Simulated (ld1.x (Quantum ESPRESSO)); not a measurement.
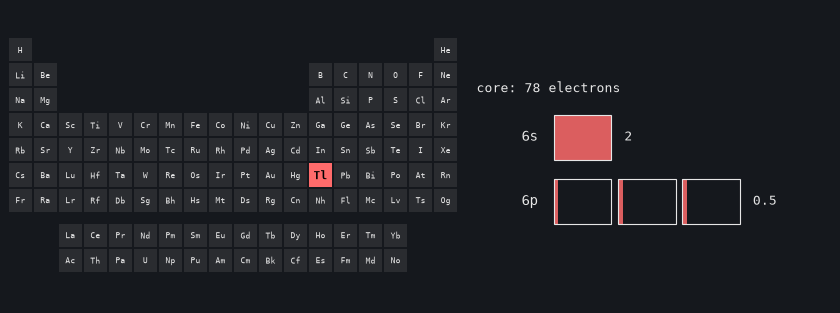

Left, the place of thallium in the periodic table; right, the valence shells of the reference configuration: a box for each of the 2l + 1 orbitals, shaded by the share of the shell that is filled, with the electron count at the right.

Pseudopotential generation for Tl

System: thallium (Tl, Z = 81), core [Xe] 4f14 5d10, reference valence 6s2 6p0.5 (an ion of charge +0.5), valence charge 3.
Method: ultrasoft potential, PBE, scalar-relativistic, made with ld1.x (Quantum ESPRESSO) 7.5.

Input file:
```
 &input
   title='Tl', zed=81., rel=1, dft='PBE', iswitch=3,
   config='[Xe] 4f14 5d10 6s2 6p0.5 6d-2',
   nld=3, rlderiv=3.05, eminld=-3.0, emaxld=5.0, deld=0.02
 /
 &inputp
   pseudotype=3, tm=.true., lloc=-1, rcloc=2.30,
   nlcc=.true., rcore=1.90,
   which_augfun='PSQ', rmatch_augfun_nc=.true.,
   file_pseudopw='Tl.UPF', file_wfcaegen='ae.wfc', file_wfcncgen='nc.wfc', file_beta='beta', file_chi='chi', file_wfcusgen='us.wfc'
 /
5
6S  1  0   2.00   0.00  2.15  2.35  0.0
6S  1  0   0.00   3.65  2.15  2.35  0.0
6P  2  1   0.50   0.00  2.00  2.45  0.0
6P  2  1   0.00   0.70  2.00  2.45  0.0
6D  3  2  -2.00   0.15  2.45  2.80  0.0
 &test
   configts(1)='6s2 6p0.5'
 /
```

Input of the test run:
```
 &input
   title='Tl', zed=81., rel=1, dft='PBE', iswitch=2,
   config='[Xe] 4f14 5d10 6s2 6p0.5 6d-2'
 /
 &test
   file_pseudo='Tl.UPF', nconf=8,
   configts(1)='6s2 6p0.5',
   configts(2)='6s2 6p1',
   configts(3)='6s2 6p0',
   configts(4)='6s1 6p0',
   configts(5)='6s2 6p1.3',
   configts(6)='6s0 6p3',
   configts(7)='6s1 6p1',
   configts(8)='6s1 6p2'
 /
```

Launched with:
```bash
ld1.x < Tl.in > Tl.out
```

The program's output:
```
     Program LD1 v.7.5

     !!!!!!!!!!!!!!!!!!! WARNING !!!!!!!!!!!!!!!!!!!!!!!
     Message from routine ld1_readin:
     US requires at least two energies per channel 6D
     !!!!!!!!!!!!!!!!!!!!!!!!!!!!!!!!!!!!!!!!!!!!!!!!!!!
     --------------------------- All-electron run ----------------------------

     Tl
     scalar relativistic calculation

     atomic number is 81.00
     dft =PBE   lsd =0 sic =0 latt =0  beta=0.20 tr2=1.0E-14
     Exchange-correlation= PBE
                           (   1   4   3   4   0   0   0)
     mesh =1281 r(mesh) = 100.03807 a.u. xmin = -7.00 dx = 0.01250
     1 Ry =  13.60569312 eV, c = 137.03599908

     n l     nl                  e(Ry)          e(Ha)          e(eV)
     1 0     1S 1( 2.00)     -6294.5837     -3147.2918    -85642.1736
     2 0     2S 1( 2.00)     -1120.9270      -560.4635    -15250.9884
     2 1     2P 1( 6.00)      -963.9260      -481.9630    -13114.8816
     3 0     3S 1( 2.00)      -267.7470      -133.8735     -3642.8830
     3 1     3P 1( 6.00)      -222.5711      -111.2856     -3028.2342
     4 0     4S 1( 2.00)       -59.9547       -29.9774      -815.7253
     4 1     4P 1( 6.00)       -45.1503       -22.5752      -614.3012
     3 2     3D 1(10.00)      -175.8273       -87.9137     -2392.2526
     5 0     5S 1( 2.00)        -9.8788        -4.9394      -134.4081
     5 1     5P 1( 6.00)        -5.8439        -2.9219       -79.5096
     4 2     4D 1(10.00)       -27.8140       -13.9070      -378.4284
     4 3     4F 1(14.00)        -8.6310        -4.3155      -117.4312
     5 2     5D 1(10.00)        -1.3886        -0.6943       -18.8931
     6 0     6S 1( 2.00)        -0.9367        -0.4683       -12.7444
     6 1     6P 1( 0.50)        -0.3759        -0.1879        -5.1141

     final scf error:  6.3E-16 reached in  26 iterations

     Etot =  -40491.764317 Ry,  -20245.882159 Ha, -550918.519308 eV

     Ekin =   45624.184376 Ry,   22812.092188 Ha,  620748.651605 eV
     Encl = -100980.582590 Ry,  -50490.291295 Ha,-1373910.818095 eV
     Eh   =   15621.109940 Ry,    7810.554970 Ha,  212536.028084 eV
     Exc  =    -756.476043 Ry,    -378.238022 Ha,  -10292.380902 eV

     normalization and overlap integrals

     s(1S/1S) =  1.000000  <r> =   0.0163  <r2> =    0.0004  r(max) =   0.0100
     s(2S/2S) =  1.000000  <r> =   0.0687  <r2> =    0.0056  r(max) =   0.0582
     s(2P/2P) =  1.000000  <r> =   0.0623  <r2> =    0.0048  r(max) =   0.0482
     s(3S/3S) =  1.000000  <r> =   0.1775  <r2> =    0.0361  r(max) =   0.1642
     s(3P/3P) =  1.000000  <r> =   0.1793  <r2> =    0.0373  r(max) =   0.1642
     s(4S/4S) =  1.000000  <r> =   0.3916  <r2> =    0.1730  r(max) =   0.3699
     s(4P/4P) =  1.000000  <r> =   0.4176  <r2> =    0.1981  r(max) =   0.3889
     s(3D/3D) =  1.000000  <r> =   0.1624  <r2> =    0.0309  r(max) =   0.1327
     s(5S/5S) =  1.000000  <r> =   0.8770  <r2> =    0.8622  r(max) =   0.8030
     s(5P/5P) =  1.000000  <r> =   1.0077  <r2> =    1.1468  r(max) =   0.9099
     s(4D/4D) =  1.000000  <r> =   0.4398  <r2> =    0.2233  r(max) =   0.3938
     s(4F/4F) =  1.000000  <r> =   0.4677  <r2> =    0.2629  r(max) =   0.3563
     s(5D/5D) =  1.000000  <r> =   1.3872  <r2> =    2.2618  r(max) =   1.1113
     s(6S/6S) =  1.000000  <r> =   2.4350  <r2> =    6.7451  r(max) =   2.0504
     s(6P/6P) =  1.000000  <r> =   3.5122  <r2> =   14.3163  r(max) =   2.8026

     ------------------------ End of All-electron run ------------------------

     --------------------- Generating US pseudopotential ---------------------

      Generating local potential from pseudized AE potential:
      Matching radius rcloc =   2.3000

      Local pseudo, rcloc= 2.295 Estimated cut-off energy=     4.65 Ry

      Computing core charge for nlcc:

       r > 1.90 : true rho core
       r < 1.90 : rho core = a sin(br)/r    a=   4.13  b=   1.39

      Integrated core pseudo-charge :   7.68
      Wfc-us  6S rcutus= 2.353  Estimated cut-off energy=     8.45 Ry
      Wfc-us  6S rcutus= 2.353  Estimated cut-off energy=    18.44 Ry
      Wfc-us  6P rcutus= 2.473  Estimated cut-off energy=    11.92 Ry
      Wfc-us  6P rcutus= 2.473  Estimated cut-off energy=    13.58 Ry
      Wfc-us  6D rcutus= 2.803  Estimated cut-off energy=    12.83 Ry

     Q pseudized with Bessel functions
     Expected ecutrho=      79.0949 due to l1=  0   l2=  2

     ------------------- End of pseudopotential generation -------------------

     --------------------------- All-electron run ----------------------------

     Tl
     scalar relativistic calculation

     atomic number is 81.00
     dft =PBE   lsd =0 sic =0 latt =0  beta=0.20 tr2=1.0E-14
     Exchange-correlation= PBE
                           (   1   4   3   4   0   0   0)
     mesh =1281 r(mesh) = 100.03807 a.u. xmin = -7.00 dx = 0.01250
     1 Ry =  13.60569312 eV, c = 137.03599908

     n l     nl                  e(Ry)          e(Ha)          e(eV)
     1 0     1S 1( 2.00)     -6294.5837     -3147.2918    -85642.1736
     2 0     2S 1( 2.00)     -1120.9270      -560.4635    -15250.9884
     2 1     2P 1( 6.00)      -963.9260      -481.9630    -13114.8816
     3 0     3S 1( 2.00)      -267.7470      -133.8735     -3642.8830
     3 1     3P 1( 6.00)      -222.5711      -111.2856     -3028.2342
     4 0     4S 1( 2.00)       -59.9547       -29.9774      -815.7253
     4 1     4P 1( 6.00)       -45.1503       -22.5752      -614.3012
     3 2     3D 1(10.00)      -175.8273       -87.9137     -2392.2526
     5 0     5S 1( 2.00)        -9.8788        -4.9394      -134.4081
     5 1     5P 1( 6.00)        -5.8439        -2.9219       -79.5096
     4 2     4D 1(10.00)       -27.8140       -13.9070      -378.4284
     4 3     4F 1(14.00)        -8.6310        -4.3155      -117.4312
     5 2     5D 1(10.00)        -1.3886        -0.6943       -18.8931
     6 0     6S 1( 2.00)        -0.9367        -0.4683       -12.7444
     6 1     6P 1( 0.50)        -0.3759        -0.1879        -5.1141

     final scf error:  6.3E-16 reached in  26 iterations

     Etot =  -40491.764317 Ry,  -20245.882159 Ha, -550918.519308 eV

     Ekin =   45624.184376 Ry,   22812.092188 Ha,  620748.651605 eV
     Encl = -100980.582590 Ry,  -50490.291295 Ha,-1373910.818095 eV
     Eh   =   15621.109940 Ry,    7810.554970 Ha,  212536.028084 eV
     Exc  =    -756.476043 Ry,    -378.238022 Ha,  -10292.380902 eV

     normalization and overlap integrals

     s(1S/1S) =  1.000000  <r> =   0.0163  <r2> =    0.0004  r(max) =   0.0100
     s(2S/2S) =  1.000000  <r> =   0.0687  <r2> =    0.0056  r(max) =   0.0582
     s(2P/2P) =  1.000000  <r> =   0.0623  <r2> =    0.0048  r(max) =   0.0482
     s(3S/3S) =  1.000000  <r> =   0.1775  <r2> =    0.0361  r(max) =   0.1642
     s(3P/3P) =  1.000000  <r> =   0.1793  <r2> =    0.0373  r(max) =   0.1642
     s(4S/4S) =  1.000000  <r> =   0.3916  <r2> =    0.1730  r(max) =   0.3699
     s(4P/4P) =  1.000000  <r> =   0.4176  <r2> =    0.1981  r(max) =   0.3889
     s(3D/3D) =  1.000000  <r> =   0.1624  <r2> =    0.0309  r(max) =   0.1327
     s(5S/5S) =  1.000000  <r> =   0.8770  <r2> =    0.8622  r(max) =   0.8030
     s(5P/5P) =  1.000000  <r> =   1.0077  <r2> =    1.1468  r(max) =   0.9099
     s(4D/4D) =  1.000000  <r> =   0.4398  <r2> =    0.2233  r(max) =   0.3938
     s(4F/4F) =  1.000000  <r> =   0.4677  <r2> =    0.2629  r(max) =   0.3563
     s(5D/5D) =  1.000000  <r> =   1.3872  <r2> =    2.2618  r(max) =   1.1113
     s(6S/6S) =  1.000000  <r> =   2.4350  <r2> =    6.7451  r(max) =   2.0504
     s(6P/6P) =  1.000000  <r> =   3.5122  <r2> =   14.3163  r(max) =   2.8026

     ------------------------ End of All-electron run ------------------------

     Computing logarithmic derivative in   3.03989
     Computing logarithmic derivative in   3.03989
     Computing the partial wave expansion
     R is outside the sphere for l=    0 j= 0.00
     R is outside the sphere for l=    0 j= 0.00
     R is outside the sphere for l=    1 j= 0.00
     R is outside the sphere for l=    1 j= 0.00
     R is outside the sphere for l=    2 j= 0.00

     ---------------------- Testing the pseudopotential ----------------------

     Tl
     scalar relativistic calculation

     atomic number is 81.00   valence charge is  3.00
     dft =PBE   lsd =0 sic =0 latt =0  beta=0.20 tr2=1.0E-14
     mesh =1281 r(mesh) = 100.03807 xmin = -7.00 dx = 0.01250

     n l     nl             e AE (Ry)        e PS (Ry)    De AE-PS (Ry)
     1 0     6S   1( 2.00)       -0.93669       -0.93670        0.00000
     2 1     6P   1( 0.50)       -0.37588       -0.37588        0.00000

     eps = 4.9E-17  iter =  3

     Etot =  -40491.764317 Ry,  -20245.882159 Ha, -550918.519308 eV
     Etotps =   -11.294087 Ry,      -5.647043 Ha,    -153.663878 eV

     Ekin =       1.245791 Ry,       0.622895 Ha,      16.949846 eV
     Encl =      -6.978802 Ry,      -3.489401 Ha,     -94.951444 eV
     Ehrt =       2.139571 Ry,       1.069786 Ha,      29.110350 eV
     Ecxc =      -8.959207 Ry,      -4.479603 Ha,    -121.896219 eV
     (Ecc =      -7.215812 Ry,      -3.607906 Ha,     -98.176129 eV)
     Epseu=       1.258561 Ry,       0.629280 Ha,      17.123589 eV

     ---------------------- End of pseudopotential test ----------------------
```

Output of the test run (extracts):
```
     ---------------------- Testing the pseudopotential ----------------------

     Tl
     scalar relativistic calculation

     atomic number is 81.00   valence charge is  3.00
     dft =PBE   lsd =0 sic =0 latt =0  beta=0.20 tr2=1.0E-14
     mesh =1281 r(mesh) = 100.03807 xmin = -7.00 dx = 0.01250

     n l     nl             e AE (Ry)        e PS (Ry)    De AE-PS (Ry)
     1 0     6S   1( 2.00)       -0.93669       -0.93670        0.00000
     2 1     6P   1( 0.50)       -0.37588       -0.37588        0.00000

     eps = 4.9E-17  iter =  3

     Etot =  -40491.764317 Ry,  -20245.882159 Ha, -550918.519309 eV
     Etotps =   -11.294087 Ry,      -5.647043 Ha,    -153.663878 eV

     Ekin =       1.245791 Ry,       0.622895 Ha,      16.949846 eV
     Encl =      -6.978802 Ry,      -3.489401 Ha,     -94.951444 eV
     Ehrt =       2.139571 Ry,       1.069786 Ha,      29.110350 eV
     Ecxc =      -8.959207 Ry,      -4.479603 Ha,    -121.896219 eV
     (Ecc =      -7.215812 Ry,      -3.607906 Ha,     -98.176129 eV)
     Epseu=       1.258561 Ry,       0.629280 Ha,      17.123589 eV

     ---------------------- End of pseudopotential test ----------------------

     ---------------------- Testing the pseudopotential ----------------------

     Tl
     scalar relativistic calculation

     atomic number is 81.00   valence charge is  3.00
     dft =PBE   lsd =0 sic =0 latt =0  beta=0.20 tr2=1.0E-14
     mesh =1281 r(mesh) = 100.03807 xmin = -7.00 dx = 0.01250

     n l     nl             e AE (Ry)        e PS (Ry)    De AE-PS (Ry)
     1 0     6S   1( 2.00)       -0.70160       -0.69872       -0.00288
     2 1     6P   1( 1.00)       -0.17421       -0.17314       -0.00107

     eps = 6.4E-16  iter =  9

     Etot =  -40491.900530 Ry,  -20245.950265 Ha, -550920.372580 eV
     Etotps =   -11.430000 Ry,      -5.715000 Ha,    -155.513076 eV
     dEtot_ae =      -0.136213 Ry
     dEtot_ps =      -0.135914 Ry,   Delta E=      -0.000299 Ry

     Ekin =       1.370459 Ry,       0.685230 Ha,      18.646046 eV
     Encl =      -7.789993 Ry,      -3.894997 Ha,    -105.988257 eV
     Ehrt =       2.804317 Ry,       1.402159 Ha,      38.154679 eV
     Ecxc =      -9.128312 Ry,      -4.564156 Ha,    -124.197018 eV
     (Ecc =      -7.215812 Ry,      -3.607906 Ha,     -98.176129 eV)
     Epseu=       1.313529 Ry,       0.656765 Ha,      17.871474 eV

     ---------------------- End of pseudopotential test ----------------------

     ---------------------- Testing the pseudopotential ----------------------

     Tl
     scalar relativistic calculation

     atomic number is 81.00   valence charge is  3.00
     dft =PBE   lsd =0 sic =0 latt =0  beta=0.20 tr2=1.0E-14
     mesh =1281 r(mesh) = 100.03807 xmin = -7.00 dx = 0.01250

     n l     nl             e AE (Ry)        e PS (Ry)    De AE-PS (Ry)
     1 0     6S   1( 2.00)       -1.19866       -1.20503        0.00637  !
     2 1     6P   1( 0.00)       -0.60196       -0.60569        0.00372

     eps = 8.2E-15  iter =  5

     Etot =  -40491.520765 Ry,  -20245.760383 Ha, -550915.205617 eV
     Etotps =   -11.049610 Ry,      -5.524805 Ha,    -150.337609 eV
     dEtot_ae =       0.243552 Ry
     dEtot_ps =       0.244476 Ry,   Delta E=      -0.000924 Ry

     Ekin =       1.055830 Ry,       0.527915 Ha,      14.365300 eV
     Encl =      -6.019147 Ry,      -3.009574 Ha,     -81.894669 eV
     Ehrt =       1.509661 Ry,       0.754830 Ha,      20.539981 eV
     Ecxc =      -8.754886 Ry,      -4.377443 Ha,    -119.116297 eV
     (Ecc =      -7.215812 Ry,      -3.607906 Ha,     -98.176129 eV)
     Epseu=       1.158932 Ry,       0.579466 Ha,      15.768076 eV

     ---------------------- End of pseudopotential test ----------------------
```

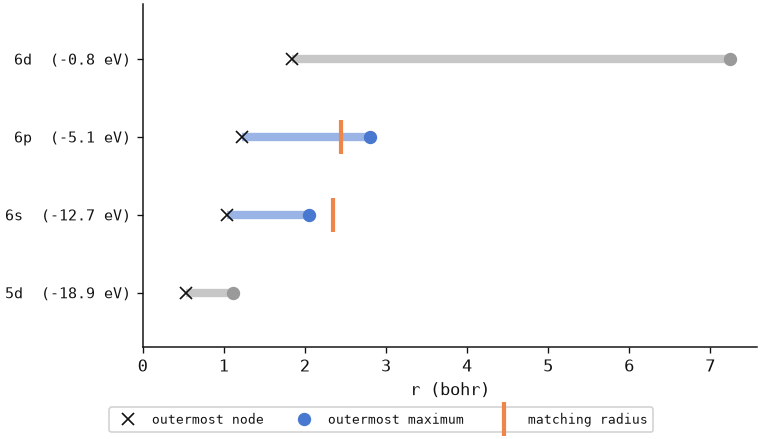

Outer shells of the all-electron reference atom: each bar runs from the outermost node (or the nucleus) to the outermost maximum of u(r); the tick is the radius chosen for the pseudo-wave. Shells without a tick have no pseudo-wave of their own. Levels, nodes and maxima are from ld1.x, scalar-relativistic.

- Radii against the shells: 6s: 2.35 bohr, outside the maximum; 6p: 2.45 bohr, between node and maximum.

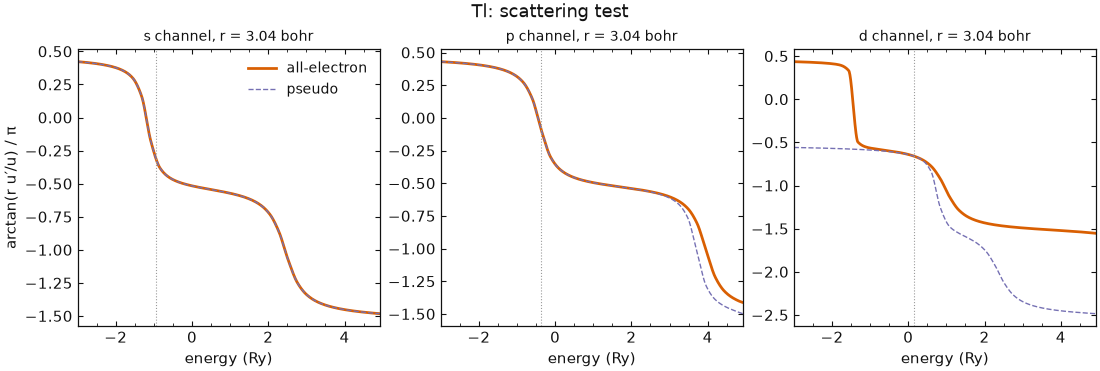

Unwrapped phase arctan(r u′/u) in units of π against energy, all-electron (solid) and pseudo (dashed); the pseudo phase is matched to the all-electron one at the reference energy. Here u = r R(r). A near-vertical step is a level narrower than the spacing of the points behind the curves. The dotted line marks the reference energy of the channel.

- Ghost states: Going away from the reference energies, the phases part by more than π/2 in: d at about 2.3 Ry (above its reference energy, pseudo phase lower); d at about -1.4 Ry (below its reference energy, pseudo phase lower, at the 5d core level, which only the all-electron atom has). Such a step is either a state that only one of the two atoms has or an ordinary level shifted in energy. The separate test gives: no ghost state below the valence levels in the s, p, d, f channels.
- Range over which the phases agree within 0.05 rad: s: over the whole range drawn; p: up to about 3.1 Ry; d: between about -0.8 and 0.5 Ry.
- First channel to depart above its reference energy: the d channel: its phase error passes 0.05 rad 0.3 Ry above its reference energy, against 3.5 Ry for p.

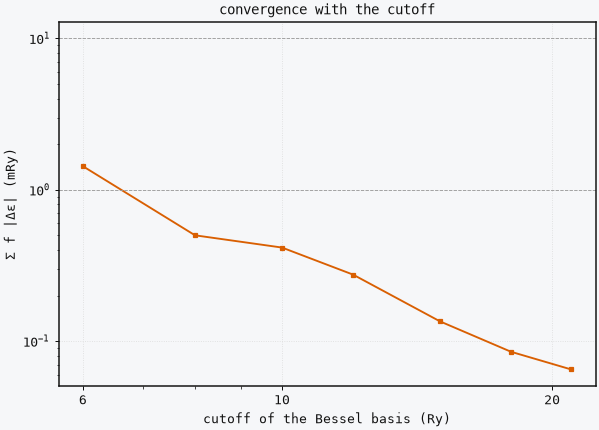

The pseudo-atom Hamiltonian at the reference potential is diagonalised in spherical Bessel functions (20 bohr box) up to the cutoff. Curve: occupation-weighted sum of the valence levels' distances from their values at 400 Ry.

- Error at 8 Ry: about 0.5 mRy.
- Cutoffs for 10 and 1 mRy in the occupation-weighted sum of levels: 6 Ry or less and 8 Ry, on the ladder of cutoffs that was run.

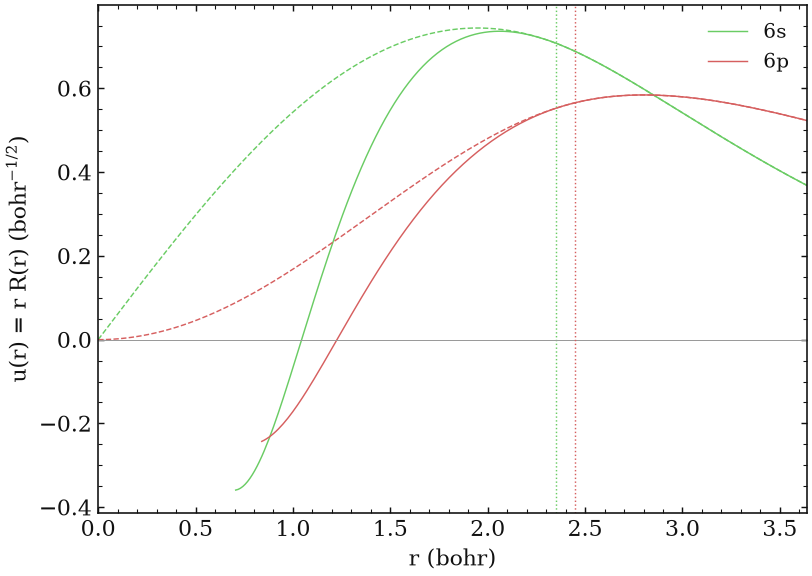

Pseudo-waves (dashed) against the all-electron radial functions (solid). Dotted lines mark the matching radii. The innermost oscillations of some all-electron curves aren't drawn. Pseudo-waves: 6s has no node; 6p has no node.

Summary:

- outcome: generated
- cutoffs needed: 6 Ry or less and 8 Ry (the cutoffs, on a coarse ladder, from which the occupation-weighted sum of valence levels, in a spherical-Bessel basis at the reference potential, stays within 10 and 1 mRy of its value at 400 Ry); ghost states and empty shells don't enter this sum
- ghost test: no ghost state below the valence levels in the s, p, d, f channels (spherical-Bessel basis up to 400 Ry, 20 bohr box)
- configuration tests: test run stopped at test 3 of 7 (negative rho)
- lowest eigenvalue of the overlap operator S in a Bessel basis (separate test): 0.51 (p channel)
- density cutoff estimated by the generator: 79 Ry
- largest excitation error among the tests solved: -13 meV (all-electron minus pseudo) for 6s2 6p0
- range over which the phases arctan(r u′/u) at the test radius agree within 0.05 rad (a looser test near the poles than one of phase shifts): s: over the whole range computed; p: up to about 3.1 Ry; d: between about -0.8 and 0.5 Ry
- hardware: 1 CPU thread, shared host
- wall time: 2.6 s

Notes:

The scattering phases part by more than π/2 and stay apart in d from about 2.3 Ry: a level there is either far displaced or one that only the pseudo-atom has.
